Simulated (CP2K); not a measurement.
# CH7AlOSi2 (SMILES [SiH3][AlH][SiH]1CO1) at PM6

Aim: the vertical electron affinity of CH7AlOSi2 at PM6, from 2 runs. 

Program for the calculation: CP2K 2026.2.

1 further run of the same task is left out (it didn't finish).

## 1. Starting point

CH7AlOSi2 has 12 atoms, charge 0, and is taken as a singlet. SMILES: `[SiH3][AlH][SiH]1CO1`. Geometry: a rough force-field guess. This is one conformer, not always the lowest.

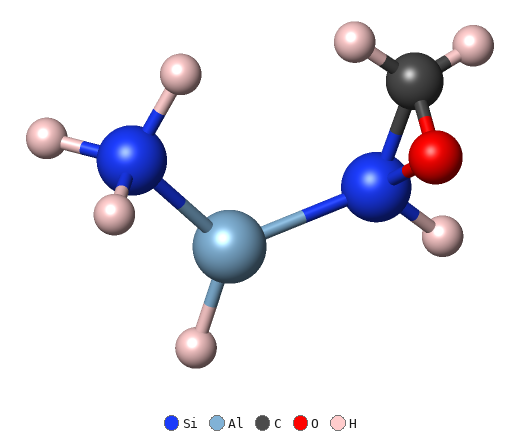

The structure, seen from a chosen angle (silicon blue, aluminium light blue, carbon dark grey, oxygen red, hydrogen pink).

## 2. A single-point energy at PM6

File job.inp:

```
&GLOBAL
 PROJECT_NAME job
 RUN_TYPE ENERGY
 PRINT_LEVEL MEDIUM
&END GLOBAL

&FORCE_EVAL
 METHOD Quickstep
 &DFT
  &QS
   METHOD PM6
   EPS_DEFAULT 1.0E-10
   &SE
    &COULOMB
     CUTOFF [angstrom] 50
     RC_RANGE [angstrom] 0
    &END COULOMB
    &EXCHANGE
     CUTOFF [angstrom] 50
     RC_RANGE [angstrom] 0
    &END EXCHANGE
   &END SE
  &END QS
  # cluster boundary conditions
  &POISSON
   PERIODIC NONE
   POISSON_SOLVER ANALYTIC
  &END POISSON
  &SCF
   SCF_GUESS ATOMIC
   EPS_SCF 1.0E-07
   MAX_SCF 50
   &OT
    MINIMIZER DIIS
    PRECONDITIONER FULL_SINGLE_INVERSE
   &END OT
   &OUTER_SCF
    EPS_SCF 1.0E-07
    MAX_SCF 8
   &END OUTER_SCF
  &END SCF
  # extra output
  &PRINT
   &MOMENTS
    PERIODIC F
    REFERENCE COM
    MAX_MOMENT 1
   &END MOMENTS
   &MO_CUBES
    NLUMO 3
    NHOMO -1
    WRITE_CUBE F
   &END MO_CUBES
   &HIRSHFELD OFF
   &END HIRSHFELD
  &END PRINT
 &END DFT
 &SUBSYS
  &CELL
   ABC 21.9 20.1 21.7
   PERIODIC NONE
  &END CELL
  &COORD
   Si    -1.883800    -0.971900     1.027800
   Al     0.312300    -0.371300     1.459000
   Si     1.643000     0.443300    -0.301800
   C      0.920700     0.718800    -1.912400
   O      0.845100     1.779600    -1.082400
   H     -2.155100    -2.331100     1.324800
   H     -2.193200    -0.680200    -0.401200
   H     -2.777800    -0.079200     1.840200
   H      0.913600    -0.512100     2.975700
   H      3.098600     0.797600    -0.129700
   H     -0.177000     0.271800    -2.001200
   H      1.530500     0.879300    -2.764900
  &END COORD
  &TOPOLOGY
   &CENTER_COORDINATES
   &END CENTER_COORDINATES
  &END TOPOLOGY
 &END SUBSYS
&END FORCE_EVAL
```

Launch:

```console
$ OMP_NUM_THREADS=1 cp2k.psmp job.inp > job.out
```

Output:

```text
CP2K| version string:                                       CP2K version 2026.2
[...]
 GLOBAL| Method name                                                        CP2K
[...]
 GLOBAL| Run type                                                         ENERGY
[...]
                             - Atoms:                                         12
[...]
                             - Spherical basis functions:                     42
[...]
 Number of electrons:                                                         28
[...]
     1 OT DIIS     0.80E-01    0.0     0.22330163       -20.0646895108 -2.01E+01
[...]
    21 OT DIIS     0.80E-01    0.0     0.00000008       -26.0415033678 -1.98E-12
  *** SCF run converged in    21 steps ***
  Core-core repulsion energy [eV]:                           1552.69355956845857
  Core Hamiltonian energy [eV]:                             -1121.07053195275512
  Two-electron integral energy [eV]:                        -2280.49674392000225
  Electronic energy [eV]:                                   -2261.31890391275647
  Total energy [eV]:                                         -708.62534434429767
  Atomic reference energy [eV]:                               704.63225447171271
  Heat of formation [kcal/mol]:                               -92.08284729952504
[...]
 SE_DIPOLE| Moment [Debye]         -0.89388826       3.30361756      -1.29190567
 SE_DIPOLE| Derivative [a.u.]       0.00000000       0.00000000       0.00000000
 *** WARNING in qs_scf_post_se.F:140 :: Printing of MO cube files not ***
 *** implemented for Semi-Empirical method.                           ***
 ENERGY| Total FORCE_EVAL ( QS ) energy [hartree]            -26.041503367847348
[...]
```

It took 2.3 s on 1 thread of AMD EPYC 7R43 (Zen 3), shared host; peak memory 0.18 GiB.

## 3. The doublet anion at the same level

File run.inp:

```
&GLOBAL
 PROJECT_NAME run
 RUN_TYPE ENERGY
 PRINT_LEVEL MEDIUM
&END

&FORCE_EVAL
 METHOD QS
 &DFT
  CHARGE -1
  MULTIPLICITY 2
  SPIN_POLARIZED T
  &QS
   METHOD PM6
   EPS_DEFAULT 1.0E-10
   &SE
    &COULOMB
     CUTOFF [angstrom] 50
     RC_RANGE [angstrom] 0
    &END
    &EXCHANGE
     CUTOFF [angstrom] 50
     RC_RANGE [angstrom] 0
    &END
   &END
  &END
  # no periodic images
  &POISSON
   PERIODIC NONE
   POISSON_SOLVER ANALYTIC
  &END
  &SCF
   SCF_GUESS ATOMIC
   EPS_SCF 1.0E-07
   MAX_SCF 50
   &OT
    MINIMIZER DIIS
    PRECONDITIONER FULL_ALL
   &END
   &OUTER_SCF
    EPS_SCF 1.0E-07
    MAX_SCF 8
   &END
  &END
  &PRINT
   &MOMENTS
    PERIODIC F
    REFERENCE COM
    MAX_MOMENT 1
   &END
   &MO_CUBES
    NLUMO 3
    NHOMO -1
    WRITE_CUBE F
   &END
   &HIRSHFELD OFF
   &END
  &END
 &END
 # atoms, cell and kinds
 &SUBSYS
  &CELL
   ABC 21.9 20.1 21.7
   PERIODIC NONE
  &END
  &COORD
   Si    -1.883800    -0.971900     1.027800
   Al     0.312300    -0.371300     1.459000
   Si     1.643000     0.443300    -0.301800
   C      0.920700     0.718800    -1.912400
   O      0.845100     1.779600    -1.082400
   H     -2.155100    -2.331100     1.324800
   H     -2.193200    -0.680200    -0.401200
   H     -2.777800    -0.079200     1.840200
   H      0.913600    -0.512100     2.975700
   H      3.098600     0.797600    -0.129700
   H     -0.177000     0.271800    -2.001200
   H      1.530500     0.879300    -2.764900
  &END
  &TOPOLOGY
   &CENTER_COORDINATES
   &END
  &END
 &END
&END
```

Launch:

```console
$ OMP_NUM_THREADS=1 cp2k.psmp run.inp > run.out
```

Output:

```text
CP2K| version string:                                       CP2K version 2026.2
[...]
 GLOBAL| Method name                                                        CP2K
[...]
 GLOBAL| Run type                                                         ENERGY
[...]
                             - Atoms:                                         12
[...]
                             - Spherical basis functions:                     42
[...]
 Number of electrons:                                                         15
[...]
     1 OT DIIS     0.15E+00    0.0     0.13362920       -20.2160492948 -2.02E+01
[...]
    12 OT DIIS     0.15E+00    0.0     0.00000010       -26.1119830072 -3.74E-12
  *** SCF run converged in    12 steps ***
  Core-core repulsion energy [eV]:                           1552.69355956845857
  Core Hamiltonian energy [eV]:                             -1143.86757415345960
  Two-electron integral energy [eV]:                        -2238.73835655781477
  Electronic energy [eV]:                                   -2263.23675243236721
  Total energy [eV]:                                         -710.54319286390853
  Atomic reference energy [eV]:                               704.63225447171271
  Heat of formation [kcal/mol]:                              -136.30948832441564
[...]
 SE_DIPOLE| Moment [Debye]          0.76056186       2.18311715       0.64202435
 SE_DIPOLE| Derivative [a.u.]       0.00000000       0.00000000       0.00000000
 *** WARNING in qs_scf_post_se.F:140 :: Printing of MO cube files not ***
 *** implemented for Semi-Empirical method.                           ***
 ENERGY| Total FORCE_EVAL ( QS ) energy [hartree]            -26.111983007167446
[...]
```

Wall time 2.8 s (1 thread of AMD EPYC 7R43 (Zen 3), shared host); peak memory 0.18 GiB.

## 4. Summary of results

At PM6:

| quantity | value |
| --- | --- |
| singlet CH7AlOSi2: total energy | -26.04150 Eh |
| singlet CH7AlOSi2: dipole moment | 3.66 D |
| singlet CH7AlOSi2: heat of formation | -92.1 kcal/mol |
| doublet anion: total energy | -26.11198 Eh |
| doublet anion: heat of formation | -136.3 kcal/mol |
| vertical electron affinity (to the doublet anion) | 1.918 eV |

What this shows: At fixed nuclei the extra electron is bound by 1.92 eV (44 kcal/mol). A minimal valence basis can't be trusted even for the sign of an electron affinity.
